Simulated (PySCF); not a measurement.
# MgPb (charge +1, doublet): what the fields show

```yaml
atoms:
  - { symbol: Mg, position_ang: [0.0000, 0.0000, -2.7104] }
  - { symbol: Pb, position_ang: [0.0000, 0.0000, 0.3126] }
```

Core potentials replace the inner electrons of Pb.

The calculation used PBE0/def2-SVPD, non-relativistic Hamiltonian with scalar-relativistic core potentials where named, at a bond length of 3.023 Å (PySCF).

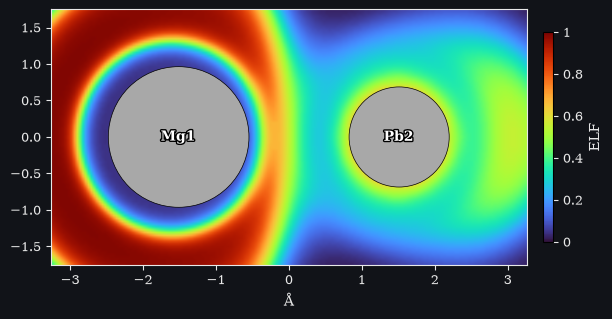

Figure 1. Electron localisation function on a plane that holds the molecular axis. Grey discs cover the atomic cores.

> Read the bonding off the picture.

Atoms in the plane: Mg and Pb. Mg–Pb (3.02 Å): the ELF peaks at about 0.65 in the valence shell of Pb, 1.7 Å from its nucleus, and is about 0.55 at the midpoint.

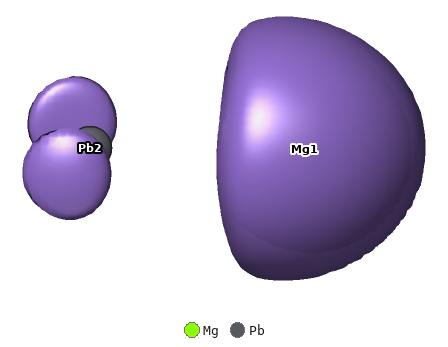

Figure 2. Isosurface of the electron localisation function at 0.85 (purple), seen from one side. Only the valence region is drawn (cores and ρ < 0.01 e/Å³ removed).

> Describe the localisation domains.

At this value the surface marks out two lobes on Pb, pointing away from the bonds (non-bonding electrons) and one region wrapped around Mg (its valence shell).
